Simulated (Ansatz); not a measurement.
Bands of a (6,0) carbon nanotube, along its axis.

Calculation: PBE (plane waves to 420 eV, PAW; Ansatz, a quantum-chemistry and plane-wave program). Mesh 1×1×18. No spin polarisation. Periodic along z alone, with about 11 Å of vacuum beside it. An idealised model, rolled from the flat sheet. Only distortions within the start's symmetry and period were free.

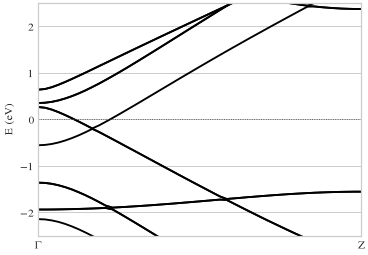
*Bands from the zone centre to the zone edge (period 4.26 Å); the dotted line marks the highest filled level*

Q: Is it a metal or a semiconductor at this level? Give what the bands show.

A: A metal in PBE.
| Quantity | Value |
|---|---|
| PBE gap | none (under 0.01 eV) |
| crossings of the Fermi level between Γ and the zone edge (49 points) | 3, each for both spins (ideal conductance 3 × 2e²/h) |
